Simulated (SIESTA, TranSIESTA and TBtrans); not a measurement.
Device: Ta chain with one Sn atom in place of Ta. Leads: straight Ta chain, spacing 2.35 Å. Geometry: 3 atoms about the centre moved by SIESTA (PBE, DZP) to a largest force of 0.03 eV/Å, all others as built, motion along the axis alone.

Method: TranSIESTA and TBtrans, PBE, DZP numerical orbitals (energy shift 0.15 eV), PseudoDojo norm-conserving scalar-relativistic potentials, mesh cutoff 200 Ry, 300 K, spin-polarised (collinear), no spin-orbit coupling; self-consistent non-equilibrium Green functions.

Energies count from the leads' Fermi level. Transmissions are for each spin. The energy step is 0.01 eV; narrower resonances are cut or missed.

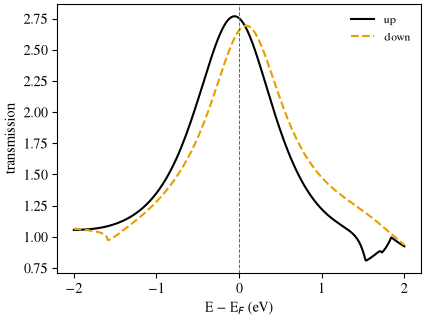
Figure: Transmission against energy

```
E (eV)  T up  T down  lead channels up  down
------  ----  ------  ----------------  ----
-2.00   1.06    1.07                 4     3
-1.80   1.06    1.05                 4     3
-1.60   1.08    1.00                 4     3
-1.40   1.13    1.05                 4     4
-1.20   1.21    1.16                 4     4
-1.00   1.35    1.28                 4     4
-0.80   1.57    1.44                 4     4
-0.60   1.89    1.66                 6     4
-0.40   2.31    1.96                 6     4
-0.20   2.67    2.35                 6     4
0.00    2.75    2.66                 6     4
0.20    2.48    2.63                 6     6
0.40    2.05    2.29                 6     6
0.60    1.67    1.93                 6     6
0.80    1.40    1.66                 6     6
1.00    1.22    1.48                 6     6
1.20    1.11    1.35                 6     6
1.40    1.01    1.26                 6     6
1.60    0.84    1.16                 4     6
1.80    0.94    1.05                 2     6
2.00    0.92    0.93                 1     6
```

The magnetic order of the leads was set by the start, and no other order was tried; the separate lead runs end at 1.06 (left) and 1.06 (right) μB an atom. The straight chain is held at its spacing; free chains may zigzag or dimerise. Spin-orbit coupling, left out here, matters for the heavy atoms.
